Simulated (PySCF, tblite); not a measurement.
# C₆H₁₀FN: a rotation path, then NMR shifts on frames, part 2 of 2

tblite 0.8.0 and PySCF 2.14.0. Atoms count from 0. Earlier steps stand in the parts before.

## Step 5: NMR shieldings: image 4, PBE0/pcSseg-1

What the job is given:

```
{"job": {"kind": "nmr", "xc": "PBE0", "basis": "pcSseg-1", "pop": false}, "charge": 0, "multiplicity": 1}
C      2.752300     0.798800     0.236600
N      1.695400     0.653700    -0.410500
C      1.088600    -0.632700    -0.547900
C     -0.340600    -0.682400     0.031100
C     -1.448900    -0.910000    -1.020700
C     -1.872400     0.560000    -0.890600
C     -1.054700     0.643200     0.397900
F     -0.327200     1.786000     0.576900
H      3.165600     1.792300     0.322000
H      3.301200    -0.018500     0.724600
H      1.037600    -0.829400    -1.624100
H      1.693600    -1.432800    -0.083700
H     -0.352600    -1.392200     0.859700
H     -2.213300    -1.605200    -0.680200
H     -1.106100    -1.215700    -2.006100
H     -1.434400     1.188200    -1.662000
H     -2.936100     0.770200    -0.806700
H     -1.656600     0.532800     1.307400
```

Level: GIAO PBE0/pcSseg-1 NMR shielding, non-relativistic, gas phase.

The program printed:

```text
coarse grid: 14864 points
cycle   1  E = -388.5761644729  dE =  1.063e+00  |g| = 5.492e-01  |ddm| = 3.723e+00
cycle   2  E = -388.5295617292  dE =  4.660e-02  |g| = 7.725e-01  |ddm| = 1.138e+00
cycle   3  E = -388.6359091021  dE = -1.063e-01  |g| = 1.149e-01  |ddm| = 6.836e-01
cycle   4  E = -388.6381246770  dE = -2.216e-03  |g| = 5.452e-02  |ddm| = 9.984e-02
cycle   5  E = -388.6387363932  dE = -6.117e-04  |g| = 1.206e-02  |ddm| = 4.101e-02
cycle   6  E = -388.6387618791  dE = -2.549e-05  |g| = 4.335e-03  |ddm| = 1.224e-02
cycle   7  E = -388.6387656686  dE = -3.790e-06  |g| = 6.273e-04  |ddm| = 3.899e-03
final grid: 143568 points
cycle   8  E = -388.6941376234  dE = -4.697e-05  |g| = 9.484e-03  |ddm| = 3.245e-02
cycle   9  E = -388.6941196183  dE =  1.801e-05  |g| = 1.338e-02  |ddm| = 1.958e-02
cycle  10  E = -388.6941590337  dE = -3.942e-05  |g| = 1.847e-03  |ddm| = 1.133e-02
cycle  11  E = -388.6941597055  dE = -6.718e-07  |g| = 4.574e-04  |ddm| = 1.366e-03
cycle  12  E = -388.6941597436  dE = -3.810e-08  |g| = 1.826e-04  |ddm| = 4.084e-04
cycle  13  E = -388.6941597496  dE = -6.004e-09  |g| = 3.208e-05  |ddm| = 1.558e-04
cycle  14  E = -388.6941597498  dE = -1.781e-10  |g| = 8.760e-06  |ddm| = 3.654e-05
converged SCF energy = -388.6941597498

GIAO shielding tensors (ppm)
atom      isotropic    diamagn.    paramagn.     s11        s22        s33       span
  0 C       34.962     253.545    -218.583    -62.681     53.909    113.659    176.340
  1 N     -151.291     327.966    -479.257   -563.874   -165.517    275.518    839.392
  2 C      113.842     243.834    -129.991     92.155    106.918    142.454     50.298
  3 C      144.514     250.433    -105.919    128.085    144.267    161.191     33.106
  4 C      162.559     250.994     -88.435    134.077    169.776    183.826     49.748
  5 C      154.859     252.969     -98.110    134.585    149.835    180.156     45.571
  6 C       97.372     237.303    -139.932     60.396     81.851    149.868     89.472
  7 F      355.737     474.328    -118.591    300.800    366.903    399.507     98.707
  8 H       24.600      29.473      -4.873     22.910     23.763     27.128      4.218
  9 H       24.054      30.002      -5.948     20.678     24.686     26.798      6.120
 10 H       27.273      30.117      -2.844     24.811     27.058     29.949      5.138
 11 H       27.793      30.988      -3.195     24.417     27.075     31.887      7.469
 12 H       29.008      32.975      -3.967     24.667     28.447     33.909      9.242
 13 H       29.784      30.475      -0.691     26.806     27.052     35.494      8.688
 14 H       30.104      30.712      -0.609     27.052     27.637     35.622      8.570
 15 H       28.850      30.270      -1.420     26.794     27.036     32.718      5.924
 16 H       29.239      29.173       0.066     25.644     26.606     35.468      9.824
 17 H       26.504      29.753      -3.250     22.676     27.338     29.497      6.821
```

It took 22 s on 1 thread of Arm Neoverse V2, shared host; peak memory 0.89 GiB.

Key values: δ C0 152.0, C6 89.6, C2 73.1, C3 42.4, H9 7.66, H8 7.12 ppm.

## Step 6: Nuclear shieldings: image 6, PBE0/pcSseg-1

What the job is given:

```
{"job": {"kind": "nmr", "xc": "PBE0", "basis": "pcSseg-1", "pop": false}, "charge": 0, "multiplicity": 1}
C      2.948000     0.522500     0.451500
N      1.796000     0.708600     0.012300
C      1.049600    -0.336000    -0.613900
C     -0.314000    -0.512200     0.059200
C     -1.411400    -1.032100    -0.894200
C     -2.019600     0.378100    -0.952600
C     -1.150100     0.774700     0.243100
F     -0.520700     1.980600     0.122500
H      3.463500     1.362400     0.893700
H      3.487200    -0.433500     0.411300
H      0.892500    -0.022800    -1.651000
H      1.580200    -1.306300    -0.615100
H     -0.188200    -1.080900     0.982300
H     -2.071100    -1.759000    -0.426600
H     -1.055400    -1.432700    -1.840600
H     -1.720800     0.930900    -1.840400
H     -3.095000     0.464400    -0.819400
H     -1.679400     0.799500     1.201400
```

With the program's defaults for keys left out, this is: GIAO PBE0/pcSseg-1 NMR shielding, non-relativistic, gas phase.

The program printed:

```text
coarse grid: 14864 points
cycle   1  E = -388.5825622598  dE =  1.068e+00  |g| = 5.495e-01  |ddm| = 3.728e+00
cycle   2  E = -388.5362771259  dE =  4.629e-02  |g| = 7.717e-01  |ddm| = 1.165e+00
cycle   3  E = -388.6426702319  dE = -1.064e-01  |g| = 1.158e-01  |ddm| = 6.957e-01
cycle   4  E = -388.6449381208  dE = -2.268e-03  |g| = 5.437e-02  |ddm| = 9.997e-02
cycle   5  E = -388.6455453214  dE = -6.072e-04  |g| = 1.200e-02  |ddm| = 4.275e-02
cycle   6  E = -388.6455708147  dE = -2.549e-05  |g| = 4.290e-03  |ddm| = 1.251e-02
cycle   7  E = -388.6455745011  dE = -3.686e-06  |g| = 6.635e-04  |ddm| = 3.809e-03
final grid: 143568 points
cycle   8  E = -388.7007444322  dE = -4.840e-05  |g| = 9.196e-03  |ddm| = 3.475e-02
cycle   9  E = -388.7007296555  dE =  1.478e-05  |g| = 1.258e-02  |ddm| = 1.871e-02
cycle  10  E = -388.7007647553  dE = -3.510e-05  |g| = 1.751e-03  |ddm| = 1.080e-02
cycle  11  E = -388.7007653484  dE = -5.931e-07  |g| = 4.263e-04  |ddm| = 1.300e-03
cycle  12  E = -388.7007653803  dE = -3.191e-08  |g| = 1.839e-04  |ddm| = 4.041e-04
cycle  13  E = -388.7007653867  dE = -6.344e-09  |g| = 3.204e-05  |ddm| = 1.587e-04
cycle  14  E = -388.7007653869  dE = -1.784e-10  |g| = 9.461e-06  |ddm| = 3.499e-05
converged SCF energy = -388.7007653869

GIAO shielding tensors (ppm)
atom      isotropic    diamagn.    paramagn.     s11        s22        s33       span
  0 C       34.178     253.111    -218.933    -65.684     52.993    115.226    180.910
  1 N     -157.555     328.421    -485.976   -573.991   -168.559    269.886    843.877
  2 C      117.236     245.333    -128.097     87.109    106.623    157.976     70.868
  3 C      142.381     248.952    -106.571    127.641    141.881    157.621     29.980
  4 C      168.430     250.452     -82.021    150.767    170.804    183.720     32.952
  5 C      156.489     253.822     -97.333    136.479    149.583    183.405     46.926
  6 C       97.994     238.621    -140.627     62.966     82.003    149.013     86.046
  7 F      364.498     473.571    -109.073    314.764    370.649    408.080     93.316
  8 H       24.446      29.265      -4.819     22.669     23.898     26.771      4.101
  9 H       23.962      29.692      -5.731     20.473     24.595     26.817      6.344
 10 H       27.265      30.680      -3.416     25.208     27.003     29.583      4.375
 11 H       28.102      31.368      -3.266     25.256     27.235     31.815      6.559
 12 H       29.181      32.956      -3.775     25.447     28.249     33.846      8.399
 13 H       29.937      30.475      -0.538     26.687     27.086     36.040      9.353
 14 H       30.192      30.496      -0.304     26.931     27.619     36.025      9.094
 15 H       29.098      30.397      -1.299     26.740     27.197     33.356      6.616
 16 H       29.180      29.102       0.078     25.667     26.719     35.154      9.488
 17 H       26.450      29.812      -3.362     22.664     27.246     29.439      6.776
```

It took 22 s on 1 thread of Arm Neoverse V2, shared host; peak memory 0.88 GiB.

In short: δ C0 152.7, C6 88.9, C2 69.7, C3 44.5, H9 7.76, H8 7.27 ppm.

## Step 7: Nuclear shieldings: image 8, PBE0/pcSseg-1

What the job is given:

```
{"job": {"kind": "nmr", "xc": "PBE0", "basis": "pcSseg-1", "pop": false}, "charge": 0, "multiplicity": 1}
C      3.083600     0.154900     0.541600
N      1.935900     0.613500     0.363000
C      1.047700     0.002000    -0.576900
C     -0.300800    -0.278300     0.084500
C     -1.282400    -1.082500    -0.791700
C     -2.150800     0.171800    -0.974500
C     -1.301500     0.898100     0.074800
F     -0.807400     2.105700    -0.343300
H      3.729600     0.644300     1.255300
H      3.492600    -0.716800     0.013300
H      0.904600     0.714800    -1.394600
H      1.455100    -0.937700    -0.991200
H     -0.126700    -0.693400     1.078700
H     -1.785400    -1.879400    -0.249200
H     -0.854500    -1.489800    -1.705100
H     -2.046000     0.629200    -1.955700
H     -3.206700     0.067500    -0.738000
H     -1.795700     1.082300     1.032500
```

Level: GIAO PBE0/pcSseg-1 NMR shielding, non-relativistic, gas phase.

The program printed:

```text
coarse grid: 14864 points
cycle   1  E = -388.5915233628  dE =  1.051e+00  |g| = 5.379e-01  |ddm| = 3.739e+00
cycle   2  E = -388.5502098196  dE =  4.131e-02  |g| = 7.438e-01  |ddm| = 1.045e+00
cycle   3  E = -388.6489891206  dE = -9.878e-02  |g| = 1.124e-01  |ddm| = 6.148e-01
cycle   4  E = -388.6511109449  dE = -2.122e-03  |g| = 5.347e-02  |ddm| = 9.647e-02
cycle   5  E = -388.6516986547  dE = -5.877e-04  |g| = 1.165e-02  |ddm| = 4.218e-02
cycle   6  E = -388.6517229172  dE = -2.426e-05  |g| = 4.140e-03  |ddm| = 1.224e-02
cycle   7  E = -388.6517263225  dE = -3.405e-06  |g| = 6.773e-04  |ddm| = 3.550e-03
final grid: 143568 points
cycle   8  E = -388.7068976335  dE = -4.773e-05  |g| = 9.159e-03  |ddm| = 3.578e-02
cycle   9  E = -388.7068838360  dE =  1.380e-05  |g| = 1.230e-02  |ddm| = 1.867e-02
cycle  10  E = -388.7069181066  dE = -3.427e-05  |g| = 1.812e-03  |ddm| = 1.053e-02
cycle  11  E = -388.7069187436  dE = -6.371e-07  |g| = 4.141e-04  |ddm| = 1.337e-03
cycle  12  E = -388.7069187734  dE = -2.976e-08  |g| = 1.852e-04  |ddm| = 3.944e-04
cycle  13  E = -388.7069187798  dE = -6.389e-09  |g| = 3.054e-05  |ddm| = 1.485e-04
cycle  14  E = -388.7069187799  dE = -1.586e-10  |g| = 9.673e-06  |ddm| = 3.178e-05
converged SCF energy = -388.7069187799

GIAO shielding tensors (ppm)
atom      isotropic    diamagn.    paramagn.     s11        s22        s33       span
  0 C       33.813     253.350    -219.536    -65.677     52.300    114.816    180.493
  1 N     -153.105     327.709    -480.815   -543.902   -177.167    261.752    805.654
  2 C      118.998     246.405    -127.407     78.886    111.293    166.814     87.928
  3 C      141.479     247.502    -106.023    128.705    144.985    150.747     22.042
  4 C      169.249     249.902     -80.654    154.381    167.621    185.744     31.363
  5 C      156.746     253.986     -97.240    137.089    150.619    182.530     45.441
  6 C       98.029     241.150    -143.121     63.937     81.842    148.307     84.370
  7 F      373.132     473.643    -100.510    317.499    379.272    422.626    105.127
  8 H       24.548      28.835      -4.287     22.880     24.017     26.746      3.866
  9 H       23.997      29.992      -5.994     20.727     24.530     26.734      6.007
 10 H       26.846      30.759      -3.914     24.688     27.149     28.700      4.012
 11 H       28.774      32.441      -3.666     25.827     28.736     31.760      5.932
 12 H       29.297      32.984      -3.687     25.892     28.434     33.566      7.675
 13 H       29.831      30.673      -0.842     26.600     27.100     35.791      9.191
 14 H       30.230      30.874      -0.644     26.996     27.866     35.828      8.832
 15 H       29.345      30.074      -0.729     26.930     27.094     34.011      7.080
 16 H       29.201      29.096       0.105     25.689     26.860     35.054      9.365
 17 H       26.294      29.901      -3.608     22.559     26.851     29.472      6.913
```

Wall time 22 s (1 thread of Arm Neoverse V2, shared host); peak memory 0.89 GiB.

In short: δ C0 153.1, C6 88.9, C2 67.9, C3 45.4, H9 7.72, H8 7.17 ppm.

## Step 8: Side by side: NMR shifts

Shifts (ppm) of some atoms, chosen among heavy atoms and hydrogens apart, with basis size and wall time:

```
  frame     C0    C2    C4   H11   H14     N1      F7  functions  time
image 0  160.3  64.8  16.2  3.68  2.68  404.0  -206.9        186  24 s
image 2  157.7  71.8  21.8  3.77  1.91  404.7  -195.8        186  23 s
image 4  152.0  73.1  24.4  3.92  1.61  419.0  -184.8        186  22 s
image 6  152.7  69.7  18.5  3.61  1.53  425.3  -193.6        186  22 s
image 8  153.1  67.9  17.7  2.94  1.49  420.8  -202.2        186  22 s
```

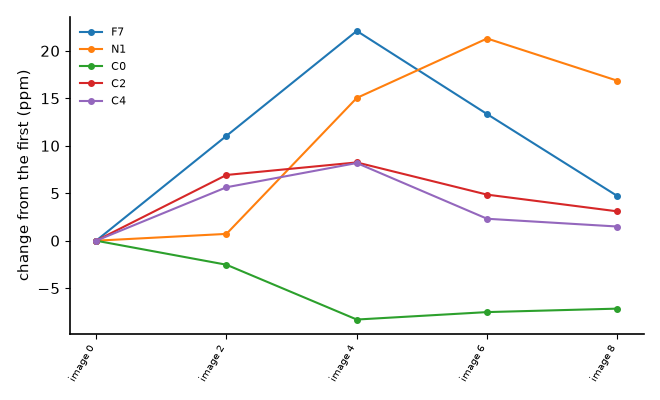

How five of the tabulated atoms move from run to run.

## Step 9: What came out

What follows sums up all 2 parts.

| quantity | value |
| --- | --- |
| barrier | 0.303 eV (7.0 kcal/mol) at image 4 |
| end to end (GFN2-xTB) | 0.084 eV |
| 13C shifts against TMS (PBE0/pcSseg-1, image 0) | 160.3, 91.2, 64.8, 44.1, 31.9, 16.2 ppm |
| 1H shifts against TMS (PBE0/pcSseg-1, image 0) | 7.96, 7.51, 5.13, 4.15, 3.68, 2.70, 2.68, 2.36, 2.27, 1.66 ppm |
| 15N shifts against NH3 (PBE0/pcSseg-1, image 0) | 404.0 ppm |
| 19F shifts against CFCl3 (PBE0/pcSseg-1, image 0) | -206.9 ppm |
| range of the shift of F7 | -206.9 to -184.8 ppm |

What this shows: Along the band the dihedral turns by 144°, and the top (dihedral 13°) lies 7.0 kcal/mol above the start (GFN2-xTB, rough), so at room temperature this motion is fast. The top was not checked by a frequency run. Shifts at one fixed geometry are not the observed spectrum, which averages over the motion. In the first frame run (image 0): The largest span, 783 ppm, is at N1, where the paramagnetic term is -465 ppm. In ppm, F7 moves most: its shift spreads over 22.1 ppm, from -206.9 (image 0) to -184.8 (image 4).
